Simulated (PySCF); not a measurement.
# C4H9Al (SMILES [AlH2][CH]1CCC1): what the fields show

Input

```
{"job": {"kind": "uv", "xc": "PBE0", "basis": "def2-SVPD", "nstates": 8, "ntriplets": 3}, "charge": 0, "multiplicity": 1}
Al     1.789374    -0.606109     0.345825
C      0.177786     0.441453     0.906881
C     -0.168391     1.165756    -0.418973
C     -0.842221    -0.124665    -0.878684
C     -0.950643    -0.569160     0.577701
H      2.845777     0.030644    -0.596532
H      1.873466    -2.127295     0.642233
H      0.004206     1.037748     1.807379
H      0.672874     1.513107    -1.032384
H     -0.874555     1.985598    -0.292674
H     -1.755117    -0.050608    -1.466551
H     -0.120034    -0.758701    -1.414940
H     -0.744383    -1.629387     0.772660
H     -1.908817    -0.308854     1.025892
```

Launched as:

```sh
OMP_NUM_THREADS=1 python probes_run.py task.json out
```

Geometry: GFN2-xTB.

Level of theory: PBE0/def2-SVPD, SCF density, gas phase in PySCF.

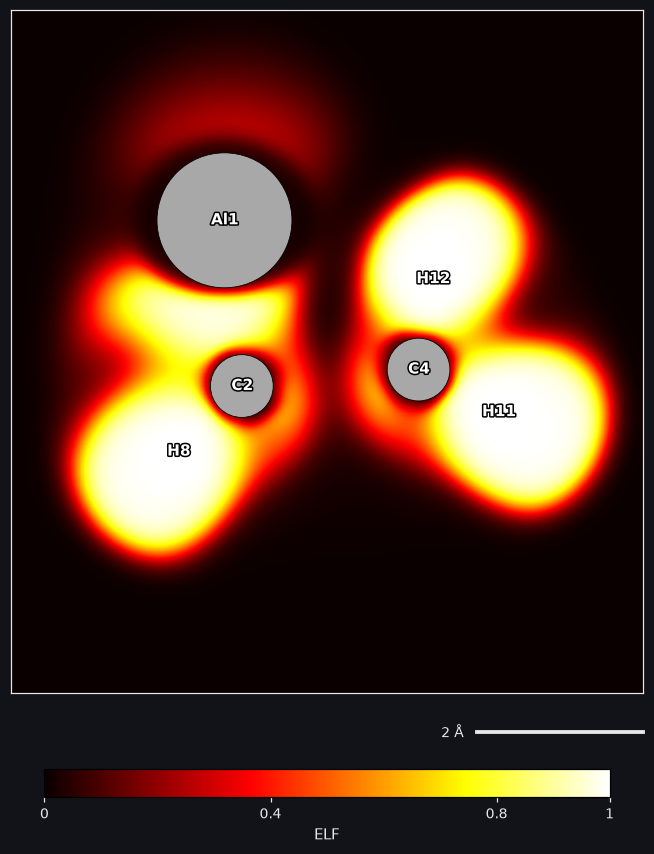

Figure 1. Electron localisation function on the plane of atoms Al1, C2 and H8. Grey discs cover the atomic cores.

Q: Interpret the plot.

A:
- The plane passes through Al, C and H nuclei.
- C–Al (2.00 Å): the ELF peaks at about 0.95 between the atoms, as expected for a shared but strongly polarised pair.
- C–H (1.09 Å): the ELF climbs to about 1 towards the hydrogen, as it does in any bond to H: an ordinary covalent bond to hydrogen.

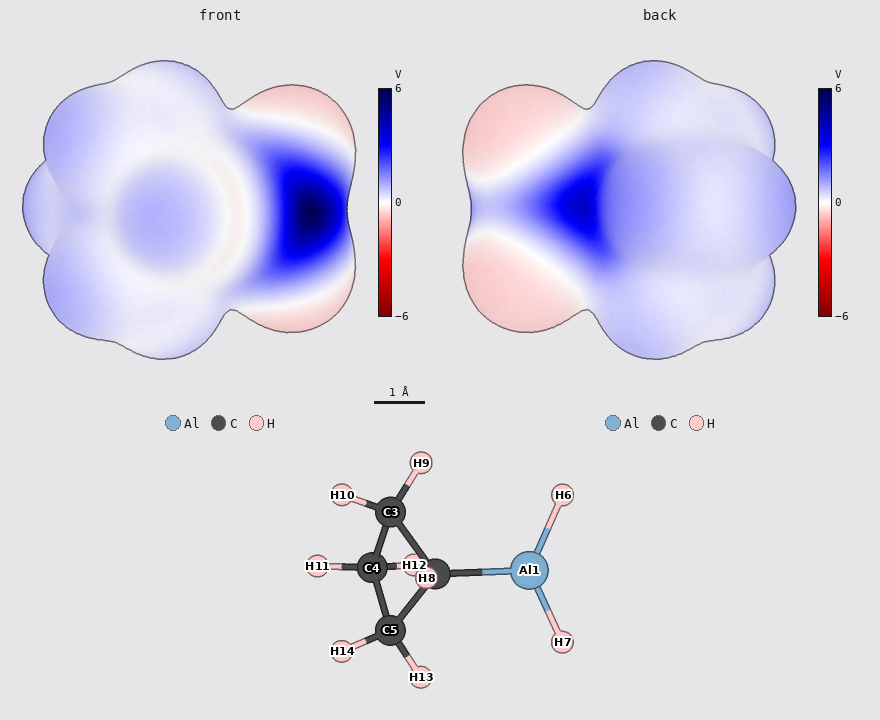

Figure 2. The electrostatic potential painted on the density surface at 0.004 e/bohr³, seen from the front and from behind; the colour scale runs from red (negative) to blue (positive). The bare structure is drawn below in the same view.

Q: Which sites attract a positive test charge, and which a negative one?

A: A positive charge is drawn to the negative regions and a negative charge to the positive ones. The most negative region (about −0.5 V) lies over H6 and H7, the most positive (about +5.4 V) over Al1.

Q: How polar is the molecule by this calculation?

A: Its dipole moment is 0.98 D.
